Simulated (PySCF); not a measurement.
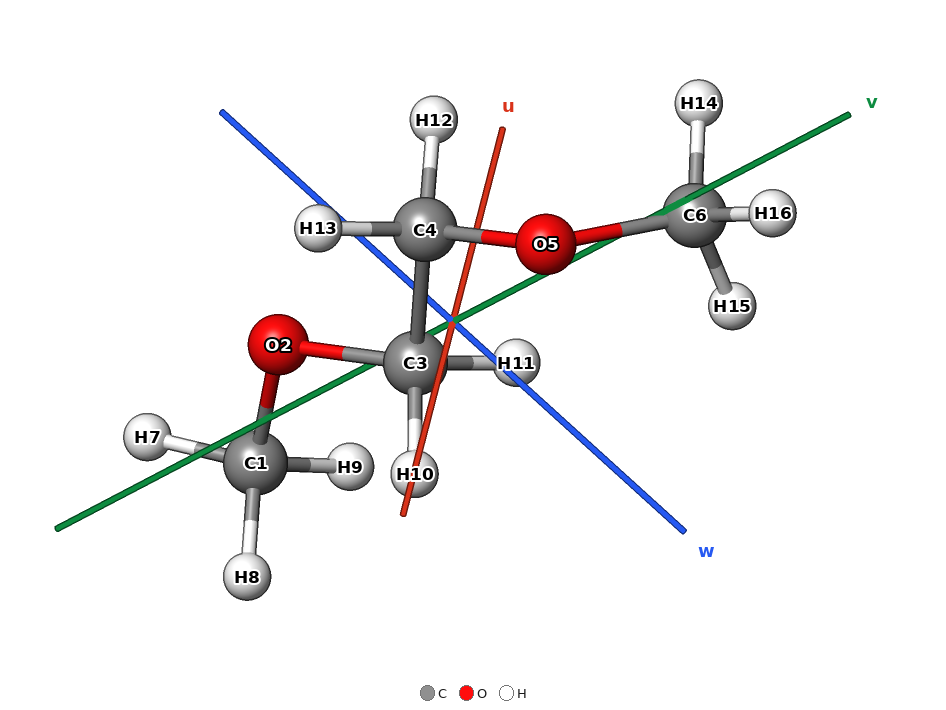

The lines u, v and w are the principal axes of the static dipole polarisability. The geometry was computed by an optimisation with GFN2-xTB. No frequency run is at hand to confirm it as a minimum. Computed with PBE0/def2-SVPD (PySCF 2.14.0).

Question. Along which axis is the molecule most polarisable, and along which least?

Answer. Most along v (close to the long direction C1···C6), least along u.

Question. Give the three principal values.

Answer. u 54.1, v 73.3, w 56.9 bohr³; mean 61.4, anisotropy 17.9 bohr³.
